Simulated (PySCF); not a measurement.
# H2LuO2 (Lu(OH)2+): the cost of one run

The runs use PySCF 2.14.0; PBE0, Lu def2-SVP with ECP28, O def2-SVP, H def2-SVP; scalar-relativistic core potentials, no spin–orbit coupling.

1 further run of the same task is left out (for a known fault of the program).

## 1. The system as given

5 atoms, charge 1, spin multiplicity 1.

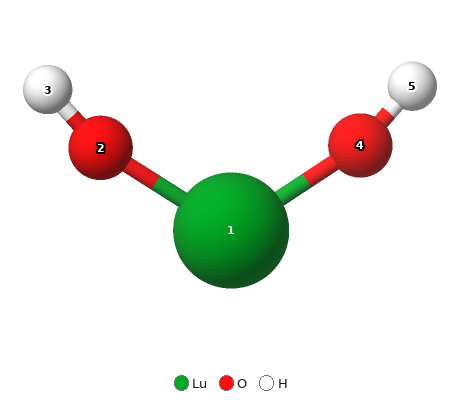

The structure; lutetium green, oxygen red, hydrogen white; atoms are numbered from 1 in the order of the file.

Coordinates:

```tsv
atom	x (Å)	y (Å)	z (Å)
Lu1	0.0000	0.0000	-0.5333
O2	1.5910	-0.0343	0.4872
H3	2.2332	-0.0489	1.2029
O4	-1.5910	0.0343	0.4872
H5	-2.2332	0.0489	1.2029
```

Formal oxidation states: Lu +3. An earlier session relaxed this geometry at PBE0, Lu def2-SVP with ECP28, O def2-SVP, H def2-SVP (singlet, point group C2v).

Its energy there is -1387.368608 Eh.

## 2. One electron removed, multiplicity 2

Input file run.py (the lines that set the calculation):

```python
mol = gto.M(atom='''
Lu     0.00000     0.00000    -0.53326
O      1.59103    -0.03432     0.48719
H      2.23321    -0.04891     1.20291
O     -1.59103     0.03432     0.48719
H     -2.23321     0.04891     1.20291''',
    basis={'Lu': 'def2-SVP', 'O': 'def2-SVP', 'H': 'def2-SVP'},
    ecp={'Lu': 'def2-SVP'},
    charge=2, spin=1)
mf = dft.UKS(mol, xc='PBE0')
mf.grids.atom_grid = (50, 194)  # f atoms: unpruned, at least (60, 302)
mf = mf.density_fit()  # fitting sets: Lu def2-universal-JKFIT, O def2-universal-JKFIT, H def2-universal-JKFIT
mf.conv_tol = 1e-08; mf.max_cycle = 55
mf.kernel(dm0)  # dm0: the density of the relaxed state
```

On the command line:

```
OMP_NUM_THREADS=2 python run.py
```

**Question.** How long does this run take on 2 threads of Intel Xeon at 2.50GHz (Skylake/Cascade Lake), shared host?

About 24 s.
